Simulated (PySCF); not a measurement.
# C9H13B: NMR shifts in solvents

Aim: compute the NMR shifts of C9H13B (`CB(C)C1=CC=CC=CC1`), and see what a dielectric continuum does where one was used.

Computed with PySCF 2.14.0, with density-fitted response routines of our own, on a single molecule, in the gas phase or a continuum. Atoms are numbered from 0 throughout.

## (1) The starting structure

23 atoms, charge 0, multiplicity 1; geometry from: GFN2-xTB.

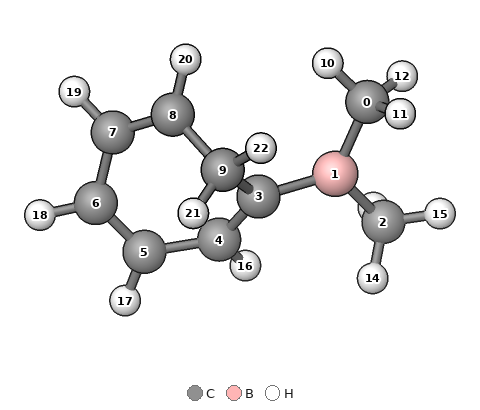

As it starts; carbon grey, boron pink, hydrogen white, atoms numbered.

## (2) Relaxing the molecule at PBE0-D3(BJ)/def2-SVP

What the job is given:

```
{"job": {"xc": "PBE0", "basis": "def2-SVP", "d3": "d3bj", "grid": 1, "kind": "geom"}, "charge": 0, "multiplicity": 1}
C     -1.963626     0.996006     1.444109
B     -1.584211    -0.041501     0.312960
C     -2.644423    -1.147707    -0.082047
C     -0.206600     0.023686    -0.387851
C      0.379453    -1.067044    -0.947193
C      1.737930    -1.182240    -1.366204
C      2.790884    -0.565582    -0.771933
C      2.683923     0.314952     0.348689
C      1.639364     1.128395     0.570870
C      0.577037     1.316545    -0.451881
H     -1.111912     1.480729     1.914522
H     -2.577872     1.784782     1.006974
H     -2.567649     0.545885     2.229368
H     -2.453286    -2.043054     0.511162
H     -2.596052    -1.449389    -1.125511
H     -3.667993    -0.849862     0.134615
H     -0.209142    -1.970727    -1.046084
H      1.948638    -1.947867    -2.103583
H      3.790962    -0.864204    -1.062122
H      3.501667     0.290654     1.057884
H      1.557229     1.671043     1.502341
H      1.021266     1.425636    -1.444689
H     -0.050340     2.177849    -0.234318
```

The run is started by

```console
$ OMP_NUM_THREADS=1 python probes_run.py task.json out
```

This one command runs all jobs of the session in turn.

Output:

```text
step   0  E = -374.89550524  max force = 0.011303
step   1  E = -374.89885958  max force = 0.002596
step   2  E = -374.89896166  max force = 0.000916
step   3  E = -374.89900462  max force = 0.001599
step   4  E = -374.89903223  max force = 0.001625
step   5  E = -374.89905163  max force = 0.000654
step   6  E = -374.89907011  max force = 0.000716
step   7  E = -374.89908374  max force = 0.000650
step   8  E = -374.89908861  max force = 0.000819
step   9  E = -374.89909746  max force = 0.000892
step  10  E = -374.89911468  max force = 0.000719
step  11  E = -374.89913217  max force = 0.000320
step  12  E = -374.89914020  max force = 0.000230
optimisation converged
```

Run time: 8.1 min. Hardware: 1 thread of Intel Xeon Platinum 8259CL at 2.50GHz, shared host; peak memory 0.93 GiB.

The steps of the relaxation:

```tsv
step	energy from step 0 (eV)	largest force component (eV/Å)
0	0.0000	0.5812
1	-0.0913	0.1335
2	-0.0941	0.0471
3	-0.0952	0.0822
4	-0.0960	0.0836
5	-0.0965	0.0336
6	-0.0970	0.0368
7	-0.0974	0.0334
8	-0.0975	0.0421
9	-0.0977	0.0459
10	-0.0982	0.0370
11	-0.0987	0.0165
12	-0.0989	0.0118
```

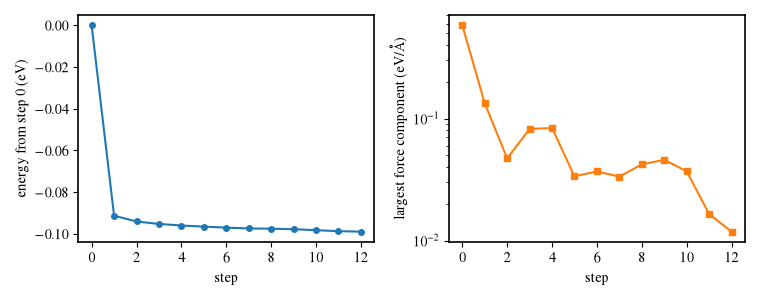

Energy and largest force along the relaxation.

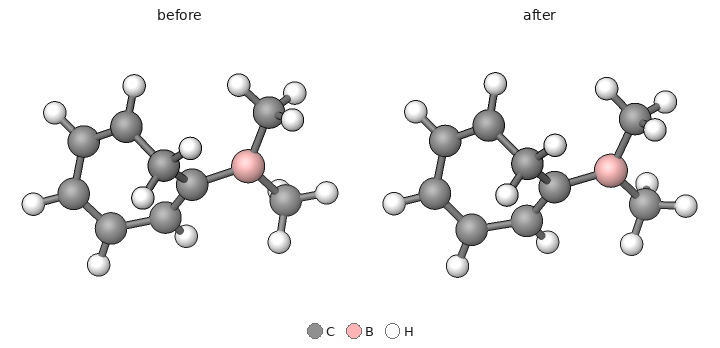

Before and after, at one scale.

Distances of close pairs at the start and the end, largest changes first:

```tsv
bond	before (Å)	after (Å)	change (Å)
C0–H11	1.091	1.108	+0.017
C2–H13	1.091	1.106	+0.015
C2–H15	1.088	1.103	+0.015
C8–H20	1.081	1.095	+0.014
C0–H10	1.087	1.100	+0.013
C4–H16	1.083	1.096	+0.013
C5–C6	1.357	1.370	+0.013
C0–H12	1.088	1.101	+0.013
```

The final coordinates are the input of the step that follows.

```tsv
at the end point	value
point group (found at 0.08 Å tolerance)	C1
rotational constants (GHz, main isotopes)	2.357, 0.951, 0.737
dipole moment (D)	0.38
```

## (3) NMR shieldings: PBE0/pcSseg-1 in acetonitrile

What the job is given:

```
{"job": {"kind": "nmr", "xc": "PBE0", "basis": "pcSseg-1", "solvent": "acetonitrile", "pop": true}, "charge": 0, "multiplicity": 1}
C     -1.914475     0.768990     1.227679
B     -1.443406    -0.277283     0.144156
C     -2.420237    -1.462368    -0.214093
C     -0.054929    -0.105178    -0.542851
C      0.558111    -1.172615    -1.140587
C      1.941032    -1.273167    -1.511677
C      2.983708    -0.658125    -0.869939
C      2.870582     0.223150     0.259373
C      1.806673     1.024915     0.505784
C      0.712628     1.198132    -0.492876
H     -1.099914     1.258135     1.782755
H     -2.445978     1.572119     0.679247
H     -2.641504     0.357078     1.944234
H     -2.412126    -2.176428     0.630955
H     -2.186774    -2.023569    -1.129973
H     -3.461309    -1.103724    -0.277175
H     -0.038858    -2.076262    -1.309740
H      2.196683    -2.037606    -2.253296
H      3.994813    -0.973859    -1.149388
H      3.703731     0.222664     0.970190
H      1.755343     1.570142     1.454303
H      1.148566     1.399658    -1.488091
H      0.060894     2.041028    -0.228687
```

With the program's defaults for keys left out, this is: GIAO PBE0/pcSseg-1 NMR shielding, non-relativistic, IEF-PCM acetonitrile.

Output:

```text
coarse grid: 18920 points
cycle   1  E = -374.9694833996  dE =  1.177e+00  |g| = 5.041e-01  |ddm| = 4.353e+00
cycle   2  E = -374.9690035495  dE =  4.799e-04  |g| = 5.176e-01  |ddm| = 9.960e-01
cycle   3  E = -375.0412187385  dE = -7.222e-02  |g| = 6.001e-02  |ddm| = 5.242e-01
cycle   4  E = -375.0416972757  dE = -4.785e-04  |g| = 4.275e-02  |ddm| = 8.636e-02
cycle   5  E = -375.0421738273  dE = -4.766e-04  |g| = 7.205e-03  |ddm| = 4.090e-02
cycle   6  E = -375.0421854799  dE = -1.165e-05  |g| = 2.700e-03  |ddm| = 7.881e-03
cycle   7  E = -375.0421873040  dE = -1.824e-06  |g| = 4.767e-04  |ddm| = 2.418e-03
final grid: 181920 points
cycle   8  E = -375.1000358401  dE = -6.651e-05  |g| = 9.170e-03  |ddm| = 4.850e-02
cycle   9  E = -375.1000345076  dE =  1.333e-06  |g| = 9.612e-03  |ddm| = 1.687e-02
cycle  10  E = -375.1000584303  dE = -2.392e-05  |g| = 6.992e-04  |ddm| = 8.602e-03
cycle  11  E = -375.1000585170  dE = -8.662e-08  |g| = 3.765e-04  |ddm| = 8.941e-04
cycle  12  E = -375.1000585533  dE = -3.635e-08  |g| = 8.073e-05  |ddm| = 3.561e-04
cycle  13  E = -375.1000585547  dE = -1.414e-09  |g| = 3.532e-05  |ddm| = 1.099e-04
cycle  14  E = -375.1000585551  dE = -3.334e-10  |g| = 6.917e-06  |ddm| = 3.696e-05
converged SCF energy = -375.1000585551

GIAO shielding tensors (ppm)
atom      isotropic    diamagn.    paramagn.     s11        s22        s33       span
  0 C      170.197     255.150     -84.952    152.982    175.059    182.551     29.569
  1 B       25.509     189.423    -163.914    -32.426     -6.331    115.284    147.710
  2 C      172.804     253.951     -81.147    152.835    178.276    187.301     34.467
  3 C       40.149     258.553    -218.404    -90.324     37.378    173.394    263.717
  4 C       40.468     257.600    -217.131    -66.108     34.987    152.525    218.632
  5 C       46.894     255.502    -208.608    -67.240     45.028    162.895    230.135
  6 C       42.194     255.315    -213.121    -73.920     36.248    164.254    238.174
  7 C       51.327     256.008    -204.681    -61.552     58.049    157.483    219.035
  8 C       54.008     257.937    -203.929    -25.574     15.851    171.746    197.320
  9 C      150.566     247.464     -96.899    125.938    159.603    166.156     40.218
 10 H       30.161      33.723      -3.562     24.770     30.992     34.721      9.951
 11 H       30.400      30.387       0.013     26.348     29.192     35.661      9.312
 12 H       30.211      30.550      -0.339     26.099     29.512     35.023      8.924
 13 H       30.515      30.225       0.290     26.815     28.670     36.060      9.246
 14 H       29.960      32.208      -2.248     25.082     30.095     34.702      9.620
 15 H       30.290      29.339       0.951     26.134     29.443     35.293      9.159
 16 H       23.770      34.628     -10.858     19.472     23.432     28.405      8.933
 17 H       24.040      29.136      -5.096     20.675     24.739     26.707      6.032
 18 H       24.013      27.602      -3.589     20.769     24.567     26.704      5.935
 19 H       24.453      29.500      -5.047     21.361     24.365     27.633      6.272
 20 H       25.498      31.604      -6.106     20.031     27.395     29.068      9.037
 21 H       30.309      31.573      -1.263     25.836     26.142     38.950     13.114
 22 H       27.507      32.614      -5.106     23.051     26.749     32.722      9.671
```

It took 79 s on 1 thread of Intel Xeon Platinum 8259CL at 2.50GHz, shared host; peak memory 1.3 GiB.

The references, computed at this level on geometries of the same kind, shield at (ppm): ¹H TMS 31.24, ¹³C TMS 185.5, ¹¹B BF3·OEt2 101.4. Their shielding less the atom's gives the shift. The references are single molecules in the same continuum. Atoms listed in one row are averaged.

```tsv
atoms	environment	σ (ppm)	δ (ppm)
C3	fully substituted alkene carbon	40.1	145.3
C4	alkene CH	40.5	145.0
C6	alkene CH	42.2	143.3
C5	alkene CH	46.9	138.6
C7	alkene CH	51.3	134.1
C8	alkene CH	54.0	131.5
C9	allylic sp3 CH2	150.6	34.9
C0, C2	methyl carbon bonded to B	171.5	14.0
H16	hydrogen on an alkene CH	23.77	7.47
H18	hydrogen on an alkene CH	24.01	7.23
H17	hydrogen on an alkene CH	24.04	7.20
H19	hydrogen on an alkene CH	24.45	6.79
H20	hydrogen on an alkene CH	25.50	5.74
H21, H22	hydrogen on an allylic sp3 CH2	28.91	2.33
H10, H11, H12, H13, H14, H15	hydrogen on a methyl carbon bonded to B	30.26	0.98
B1	boron bonded to 3 C	25.5	75.8
```

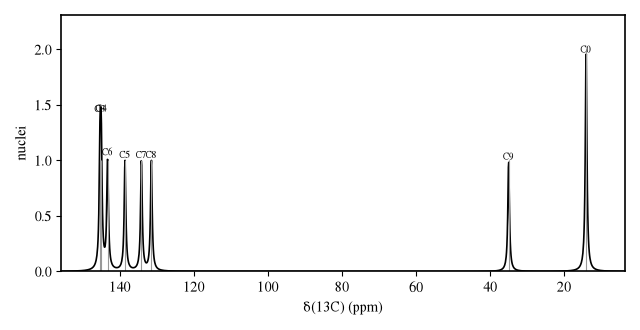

¹³C lines at the computed shifts, without couplings. Lines are broadened to a width of 0.53 ppm (Lorentzian).

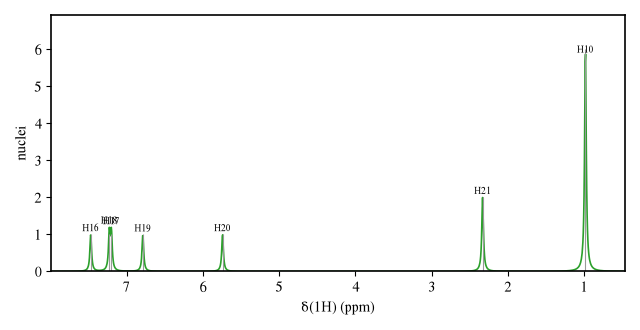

¹H lines at the computed shifts, without couplings. Lines are broadened to a width of 0.03 ppm (Lorentzian).

The run also stored atomic charges by several schemes (e):

```tsv
atoms	Mulliken	IAO	Hirshfeld	ESP fit
C0, C2	-0.55	-0.56	-0.20	-0.86
B1	0.53	0.28	0.18	0.85
C3	-0.41	-0.11	-0.06	-0.39
C4	-0.09	-0.13	-0.04	0.00
C5	-0.13	-0.18	-0.06	-0.25
C6	-0.13	-0.15	-0.04	-0.06
C7	-0.11	-0.18	-0.07	-0.22
C8	-0.18	-0.12	-0.02	-0.15
C9	-0.09	-0.27	-0.08	-0.16
```

ESP fit charges:

C0 -0.83; B1 0.85; C2 -0.90; C3 -0.39; C4 0.00; C5 -0.25; C6 -0.06; C7 -0.22; C8 -0.15; C9 -0.16; H10 0.19; H11 0.19; H12 0.17; H13 0.20; H14 0.18; H15 0.20; H16 0.13; H17 0.16; H18 0.13; H19 0.16; H20 0.16; H21 0.14; H22 0.12

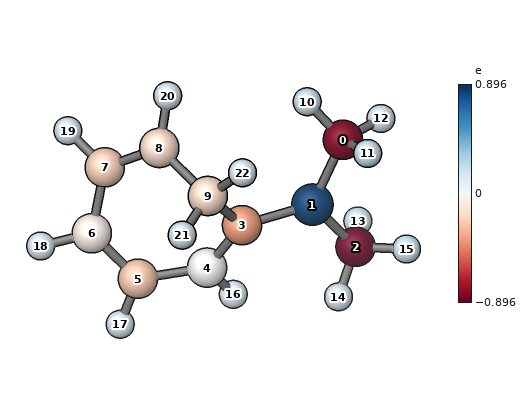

ESP fit charges, as colours on the atoms.

Mayer bond orders: C0–B1 1.04, B1–C2 1.06, B1–C3 0.95, C3–C4 1.68, C4–C5 1.23, C5–C6 1.67, C6–C7 1.20, C7–C8 1.74, C8–C9 1.04, C9–C3 1.03.

Ring of atoms C3, C4, C5, C6, C7, C8, C9: NICS(0) -5.3, NICS(1) -7.8, NICS(1)zz -13.4 ppm (means of both faces; NICS(1) differs between them: -9.5 and -6.1).

The two faces differ (NICS(1)zz -16.2 and -10.5 ppm).

## (4) Shielding tensors: PBE0/pcSseg-1 in chloroform

Settings changed since step 3:

```diff
@@ -1,2 +1,2 @@
-{"job": {"kind": "nmr", "xc": "PBE0", "basis": "pcSseg-1", "solvent": "acetonitrile", "pop": true}, "charge": 0, "multiplicity": 1}
+{"job": {"kind": "nmr", "xc": "PBE0", "basis": "pcSseg-1", "solvent": "chloroform", "pop": false}, "charge": 0, "multiplicity": 1}
 C     -1.914475     0.768990     1.227679
```

Level: GIAO PBE0/pcSseg-1 NMR shielding, non-relativistic, IEF-PCM chloroform.

Output:

```text
coarse grid: 18920 points
cycle   1  E = -374.9669463459  dE =  1.179e+00  |g| = 5.078e-01  |ddm| = 4.353e+00
cycle   2  E = -374.9638484684  dE =  3.098e-03  |g| = 5.299e-01  |ddm| = 1.025e+00
cycle   3  E = -375.0395509263  dE = -7.570e-02  |g| = 6.560e-02  |ddm| = 5.517e-01
cycle   4  E = -375.0401591534  dE = -6.082e-04  |g| = 4.544e-02  |ddm| = 9.667e-02
cycle   5  E = -375.0407040837  dE = -5.449e-04  |g| = 7.656e-03  |ddm| = 4.456e-02
cycle   6  E = -375.0407166041  dE = -1.252e-05  |g| = 3.181e-03  |ddm| = 8.624e-03
cycle   7  E = -375.0407191691  dE = -2.565e-06  |g| = 4.342e-04  |ddm| = 2.816e-03
final grid: 181920 points
cycle   8  E = -375.0985772449  dE = -6.613e-05  |g| = 9.208e-03  |ddm| = 4.838e-02
cycle   9  E = -375.0985753423  dE =  1.903e-06  |g| = 9.750e-03  |ddm| = 1.715e-02
cycle  10  E = -375.0985999841  dE = -2.464e-05  |g| = 7.021e-04  |ddm| = 8.906e-03
cycle  11  E = -375.0986000663  dE = -8.220e-08  |g| = 3.996e-04  |ddm| = 9.505e-04
cycle  12  E = -375.0986001078  dE = -4.146e-08  |g| = 8.316e-05  |ddm| = 3.881e-04
cycle  13  E = -375.0986001093  dE = -1.485e-09  |g| = 3.765e-05  |ddm| = 1.173e-04
cycle  14  E = -375.0986001096  dE = -3.819e-10  |g| = 6.560e-06  |ddm| = 3.884e-05
converged SCF energy = -375.0986001096

GIAO shielding tensors (ppm)
atom      isotropic    diamagn.    paramagn.     s11        s22        s33       span
  0 C      170.086     255.001     -84.915    153.082    174.803    182.372     29.290
  1 B       25.696     189.408    -163.712    -31.930     -6.346    115.364    147.293
  2 C      172.624     253.811     -81.187    152.787    177.997    187.088     34.301
  3 C       40.319     258.577    -218.258    -90.385     37.709    173.634    264.019
  4 C       40.498     257.512    -217.013    -66.228     35.442    152.281    218.509
  5 C       46.965     255.495    -208.530    -67.243     45.647    162.491    229.733
  6 C       42.440     255.263    -212.823    -73.652     37.184    163.787    237.439
  7 C       51.344     255.832    -204.488    -61.574     58.400    157.205    218.779
  8 C       54.570     257.955    -203.385    -24.629     16.539    171.798    196.427
  9 C      150.526     247.489     -96.963    126.080    159.645    165.853     39.774
 10 H       30.186      33.722      -3.536     24.805     31.019     34.732      9.927
 11 H       30.453      30.423       0.030     26.418     29.269     35.672      9.254
 12 H       30.204      30.548      -0.344     26.097     29.501     35.014      8.918
 13 H       30.534      30.234       0.301     26.842     28.701     36.060      9.218
 14 H       29.971      32.196      -2.225     25.106     30.112     34.696      9.591
 15 H       30.306      29.348       0.958     26.162     29.463     35.291      9.129
 16 H       23.820      34.677     -10.857     19.539     23.450     28.471      8.931
 17 H       24.107      29.164      -5.057     20.754     24.776     26.792      6.038
 18 H       24.087      27.612      -3.526     20.856     24.620     26.785      5.929
 19 H       24.516      29.492      -4.975     21.436     24.410     27.702      6.266
 20 H       25.579      31.662      -6.083     20.108     27.486     29.143      9.035
 21 H       30.267      31.563      -1.296     25.791     26.125     38.884     13.093
 22 H       27.589      32.699      -5.110     23.142     26.849     32.776      9.635
```

Run time: 83 s. Hardware: 1 thread of Intel Xeon Platinum 8259CL at 2.50GHz, shared host; peak memory 1.3 GiB.

In short: δ C3 144.8, C4 144.7, C6 142.7, C5 138.2, H16 7.43, H18 7.16 ppm.

## (5) Comparing the runs: NMR shifts

Shifts (ppm) of some atoms, chosen among heavy atoms and hydrogens apart, with basis size and wall time:

```tsv
run	C3	C6	C5	C8	H18	H20	B1	functions	time
PBE0/pcSseg-1 in acetonitrile	145.3	143.3	138.6	131.5	7.23	5.74	75.8	235	79 s
PBE0/pcSseg-1 in chloroform	144.8	142.7	138.2	130.6	7.16	5.67	75.5	235	83 s
```

The continuum's effect on the ground state:

```tsv
solvent	ε	polarisation energy (Eh)	μ (D)
chloroform	4.71	-0.0035	0.47
acetonitrile	35.69	-0.0052	0.49
```

## (6) Results

```
                                                                             quantity                                                     value
                                                                          point group                                                        C1
                                                 rotational constants (main isotopes)                                      2.36, 0.95, 0.74 GHz
¹³C shifts against TMS (PBE0/pcSseg-1, acetonitrile, means over atoms taken as alike)  145.3, 145.0, 143.3, 138.6, 134.1, 131.5, 34.9, 14.0 ppm
 ¹H shifts against TMS (PBE0/pcSseg-1, acetonitrile, means over atoms taken as alike)              7.47, 7.23, 7.20, 6.79, 5.74, 2.33, 0.98 ppm
                            ¹¹B shifts against BF3·OEt2 (PBE0/pcSseg-1, acetonitrile)                                                  75.8 ppm
                                                             range of the shift of C8                                        130.6 to 131.5 ppm
```

In words: The optimisation took 12 steps and gained 0.099 eV; among the close pairs (by a distance rule), C0–H11 changed most, from 1.091 to 1.108 Å. No frequency check was run at this level, so the end point may be a saddle. At PBE0/pcSseg-1: Shielding is most anisotropic at C3 (span 264 ppm, paramagnetic term -218 ppm). In ppm, C8 moves most: its shift spreads over 0.9 ppm, from 130.6 (PBE0/pcSseg-1 in chloroform) to 131.5 (PBE0/pcSseg-1 in acetonitrile). Part of that comes from the computed reference. The continuum holds electrostatics alone: no hydrogen bonds to the solvent, and the gas-phase geometry is kept.
